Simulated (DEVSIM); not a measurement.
Device: GaP n+/n-/n+ resistor, at 300 K.

| layer (left to right) | material | thickness (μm) | Nd (cm⁻³) | τn (s) | τp (s) |
|---|---|---|---|---|---|
| 1 | GaP | 0.120 | 7e17 | 1.4e-7 | 4.2e-8 |
| 2 | GaP | 1.30 | 9.4e12 | 1.4e-7 | 1.4e-7 |
| 3 | GaP | 0.380 | 7.9e17 | 1.4e-7 | 1.4e-7 |

Left contact: ohmic. Right contact: ohmic. Voltage is applied to the left contact. Recombination: SRH at mid-gap. Mobility is μmin + (μ − μmin)/(1 + (N/Nref)^α).

Constants are typed, rounded textbook-type inputs, not results; the design itself was drawn at random and stands for no fabricated device. Values at 300 K.

| parameter | GaP |
|---|---|
| gap (eV) | 2.26 |
| affinity (eV) | 3.8 |
| permittivity | 11.1 |
| Nc (cm⁻³) | 1.8e19 |
| Nv (cm⁻³) | 1.9e19 |
| μn (cm²/Vs) | 250 |
| μp (cm²/Vs) | 150 |
| μn,min | 10 |
| μp,min | 10 |
| Nref,n | 4.4e18 |
| Nref,p | 1e18 |
| αn | 0.8 |
| αp | 0.85 |

DEVSIM, 1D drift-diffusion, Boltzmann statistics, complete ionisation; no tunnelling, impact ionisation, image-force lowering or self-heating.

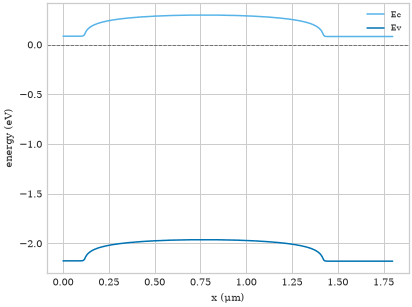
Fig. 1. Band edges at zero bias

Energies count from the Fermi level of the right contact; mesh points crowd at the junctions.

```tsv
x (μm)	Ec (eV)	Ev (eV)	n (cm⁻³)	p (cm⁻³)	field (V/cm)
0.000	0.084	-2.176	7.0e17	< 1e2	≈ 0
0.01928	0.084	-2.176	7.0e17	< 1e2	≈ 0
0.04548	0.084	-2.176	7.0e17	< 1e2	≈ 0
0.07966	0.084	-2.176	7.0e17	< 1e2	15
0.1119	0.090	-2.170	5.6e17	< 1e2	12000
0.1292	0.142	-2.118	7.5e16	< 1e2	25000
0.1591	0.188	-2.072	1.3e16	< 1e2	10000
0.2412	0.237	-2.023	1.9e15	< 1e2	3800
0.3586	0.267	-1.993	5.8e14	< 1e2	1800
0.5891	0.292	-1.968	2.2e14	< 1e2	550
0.9520	0.292	-1.968	2.2e14	< 1e2	-560
1.229	0.257	-2.003	8.6e14	< 1e2	-2400
1.330	0.223	-2.037	3.2e15	< 1e2	-5000
1.381	0.186	-2.074	1.3e16	< 1e2	-11000
1.417	0.118	-2.142	1.9e17	< 1e2	-40000
1.436	0.082	-2.179	7.7e17	< 1e2	-1700
1.470	0.081	-2.179	7.9e17	< 1e2	≈ 0
1.529	0.081	-2.179	7.9e17	< 1e2	≈ 0
1.658	0.081	-2.179	7.9e17	< 1e2	≈ 0
1.728	0.081	-2.179	7.9e17	< 1e2	≈ 0
1.771	0.081	-2.179	7.9e17	< 1e2	≈ 0
1.800	0.081	-2.179	7.9e17	< 1e2	≈ 0
```
